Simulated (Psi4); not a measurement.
**MN15/def2-TZVP (sweep point 8) run of S2F2 (Difluorodisulfane)**

What is the energy change on altering one bond length of S2F2 (Difluorodisulfane) at MN15/def2-TZVP (sweep point 8)? 

Program for the calculation: Psi4 1.11.

## 1. The system as given

S2F2 has 4 atoms, charge 0, and is taken as a singlet. SMILES: `FSSF`. The shape is that of a PBE0-D4/def2-TZVP optimisation.

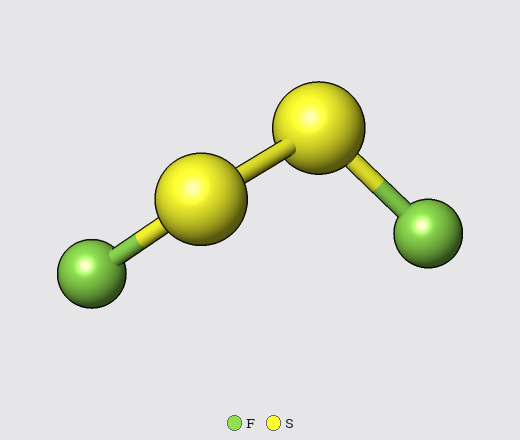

The structure, seen from a chosen angle (fluorine green, sulfur yellow).

## 2. The energy at MN15/def2-TZVP (sweep point 8)

Input file input.dat:

```
memory 1.6 GB

molecule {
  0 1
  F     -1.783750    -0.199930    -0.621590
  S     -0.467670     0.764150    -0.632370
  S      1.044990    -0.276390    -0.184720
  F      1.206410    -0.287820     1.438680
  units angstrom
  symmetry c1
}

set {
  basis def2-TZVP
  reference rks
  puream true
  scf_type pk
  dft_radial_points 99
  dft_spherical_points 590
}

energy('mn15')
```

Run with:

```sh
$ psi4 input.dat output.dat -n 1
```

output.dat:

```text
[...]
  Running in c1 symmetry.
[...]
  Nuclear repulsion =  230.128319113788450
[...]
  Multiplicity = 1
[...]
  Nalpha       = 25
  Nbeta        = 25
[...]
    Number of basis functions: 136
[...]
   @RKS iter   1:  -995.70001139323426   -1.16134e-01   4.65748e-03 ADIIS/DIIS
[...]
   @RKS iter   8:  -995.78194058038116   -5.91609e-08   5.73633e-07 DIIS
[...]
    Orbital Energies [Eh]
    ---------------------
    Doubly Occupied:
       1A    -87.905612     2A    -87.905558     3A    -24.304840
       4A    -24.304833     5A     -7.811567     6A     -7.811331
       7A     -6.007971     8A     -6.007758     9A     -5.997741
      10A     -5.997190    11A     -5.988630    12A     -5.988627
      13A     -1.260339    14A     -1.255602    15A     -0.890568
      16A     -0.710260    17A     -0.598498    18A     -0.549290
      19A     -0.546798    20A     -0.521715    21A     -0.521161
      22A     -0.487998    23A     -0.403175    24A     -0.347253
      25A     -0.338874
[...]
  @RKS Final Energy:  -995.78194058038116
   => Energetics <=
    Nuclear Repulsion Energy =            230.1283191137884501
    One-Electron Energy =               -1836.6192219864396975
    Two-Electron Energy =                 651.8569760186303483
    DFT Exchange-Correlation Energy =     -41.1480137263601620
    Empirical Dispersion Energy =           0.0000000000000000
    VV10 Nonlocal Energy =                  0.0000000000000000
    Total Energy =                       -995.7819405803811605
[...]
 Multipole Moments:
 ------------------------------------------------------------------------------------
     Multipole            Electronic (a.u.)      Nuclear  (a.u.)        Total (a.u.)
 ------------------------------------------------------------------------------------
 L = 1.  Multiply by 2.5417464519 to convert [e a0] to [Debye]
 Dipole X            :         -0.3883942            0.6946095            0.3062153
 Dipole Y            :         -0.3281472            0.5868381            0.2586909
 Dipole Z            :          0.5497232           -0.9830746           -0.4333514
 Magnitude           :                                                    0.5903238
[...]
```

Wall time 40 s (1 thread of Intel Xeon Platinum 8259CL at 2.50GHz (Skylake/Cascade Lake), shared host); peak memory 0.98 GiB.

## 3. The distorted shape at the same level

Input file job.dat:

```
memory 1600 mb

molecule molecule1 {
  0 1
  F     -2.836604    -0.971187    -0.612966
  S     -0.467670     0.764150    -0.632370
  S      1.044990    -0.276390    -0.184720
  F      1.206410    -0.287820     1.438680
  symmetry c1
}

set {
  basis def2-TZVP
  puream true
  scf_type pk
  dft_radial_points 99
  dft_spherical_points 590
}

result = energy('mn15')
print_variables()
```

Run with:

```sh
$ psi4 job.dat job.out -n 1
```

job.out:

```text
[...]
  Running in c1 symmetry.
[...]
  Nuclear repulsion =  199.515548946766842
[...]
  Multiplicity = 1
[...]
  Nalpha       = 25
  Nbeta        = 25
[...]
    Number of basis functions: 136
[...]
   @RKS iter   1:  -995.33813269465247   -2.32053e-01   6.59830e-03 ADIIS/DIIS
[...]
   @RKS iter  15:  -995.65164838825899   -1.16898e-08   3.88913e-07 DIIS
[...]
    Orbital Energies [Eh]
    ---------------------
    Doubly Occupied:
       1A    -87.996203     2A    -87.929284     3A    -24.365898
       4A    -24.162056     5A     -7.897562     6A     -7.837632
       7A     -6.092568     8A     -6.081548     9A     -6.079723
      10A     -6.030553    11A     -6.026242    12A     -6.015342
      13A     -1.315524    14A     -1.041770    15A     -0.945878
      16A     -0.745997    17A     -0.606771    18A     -0.587726
      19A     -0.587494    20A     -0.474407    21A     -0.451990
      22A     -0.403596    23A     -0.343632    24A     -0.343026
      25A     -0.321376
[...]
  @RKS Final Energy:  -995.65164838825899
   => Energetics <=
    Nuclear Repulsion Energy =            199.5155489467668417
    One-Electron Energy =               -1774.7820275182016303
    Two-Electron Energy =                 620.6599958652897158
    DFT Exchange-Correlation Energy =     -41.0451656821139110
    Empirical Dispersion Energy =           0.0000000000000000
    VV10 Nonlocal Energy =                  0.0000000000000000
    Total Energy =                       -995.6516483882589910
[...]
 Multipole Moments:
 ------------------------------------------------------------------------------------
     Multipole            Electronic (a.u.)      Nuclear  (a.u.)        Total (a.u.)
 ------------------------------------------------------------------------------------
 L = 1.  Multiply by 2.5417464519 to convert [e a0] to [Debye]
 Dipole X            :          1.2895858            1.3279754            2.6175612
 Dipole Y            :         -0.0052815            1.0508036            1.0455221
 Dipole Z            :          0.8282004           -0.9882625           -0.1600621
 Magnitude           :                                                    2.8231832
[...]
```

Run time: 57 s. Hardware: 1 thread of Intel Xeon Platinum 8259CL at 2.50GHz (Skylake/Cascade Lake), shared host; peak memory 0.98 GiB.

## 4. Summary of results

At MN15/def2-TZVP (sweep point 8):

| quantity | value |
| --- | --- |
| first shape: total energy | -995.78194 Eh |
| first shape: dipole moment | 1.50 D |
| first shape: HOMO energy | -9.22 eV |
| first shape: LUMO energy | -0.87 eV |
| first shape: HOMO–LUMO gap | 8.35 eV |
| distorted shape: total energy | -995.65165 Eh |
| distorted shape: dipole moment | 7.18 D |
| distorted shape: HOMO energy | -8.75 eV |
| distorted shape: LUMO energy | -5.55 eV |
| distorted shape: HOMO–LUMO gap | 3.20 eV |
| energy change with the F1–S2 bond stretched from 1.631 to 2.937 Å | 3.545 eV |

**Reading.** One bond (distorted shape) is far stretched, which a spin-restricted single reference describes badly; a broken-symmetry solution may lie lower. With the F1–S2 bond stretched from 1.631 to 2.937 Å the energy rises by 3.55 eV (82 kcal/mol). The first shape isn't relaxed at this level, so the change isn't measured from a minimum. A restricted reference can't describe the breaking bond well at this length.
